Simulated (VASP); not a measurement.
Band structure of MgO (rock salt). All values below come from optB88-vdW, VASP's PBE PAW potentials (set 64) (plane waves; VASP).

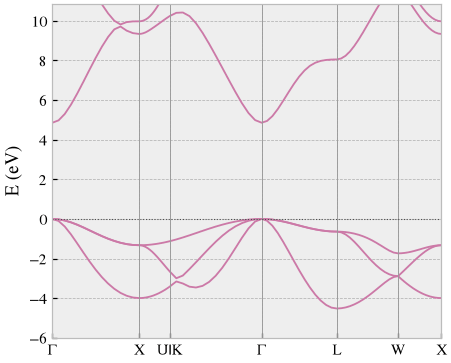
Figure: Bands along high-symmetry lines, zero at the valence-band maximum or, without a gap, the Fermi level

Q: Read the plot: is there a gap, and where are the band edges?

A: The gap is direct, 4.86 eV, from the valence maximum at Γ to the conduction minimum at Γ. (Edges off the drawn lines would not show.)

Measured: gap 8.36 eV (computed value off by -3.50 eV), as given by Wei Chen et al., Physical Review Materials (2018), doi:10.1103/physrevmaterials.2.073803 [zero-point renormalisation of 0.53 eV added back (the table's ZPR column)].

The compound is MgO in the rock salt structure. It was relaxed first.
